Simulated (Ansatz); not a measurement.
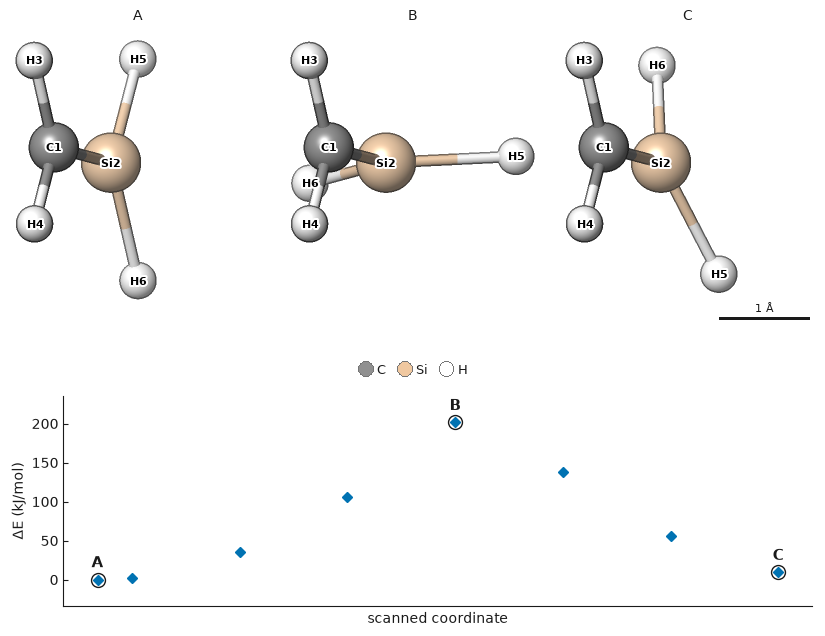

Frames of a one-coordinate scan of CH$_{4}$Si. A ball-and-stick model, seen almost along the central bond, with a slight tilt.

Single-point energies from Ansatz with CCSD(T) in the def2-TZVPP basis, on geometries moved rigidly from the minimum at PBE0-D4/def2-TZVP. Coupled cluster with a frozen core. Energies are counted from the PBE0-D4/def2-TZVP minimum geometry at the same level.

Which coordinate changes from frame to frame?

The H3–C1–Si2–H5 dihedral angle is varied, with the rest of the molecule carried along rigidly. In the frames the dihedral is 0.1° (A), 85.5° (B), 162.7° (C). The lowest computed point lies at the dihedral 0.1° (0.0 kJ/mol). A local maximum lies at 85.5° (201.4 kJ/mol). The highest point, at 85.5°, lies 201.4 kJ/mol above the lowest and gives an upper estimate of the barrier to rotation, since the rotor is rigid. At 0.1° to 162.7° the mean-field solution behind CCSD(T) isn't stable (a lower one of broken symmetry exists), so those energies are less reliable. The T1 diagnostic reaches 0.090, so the single-reference result is less sure there.
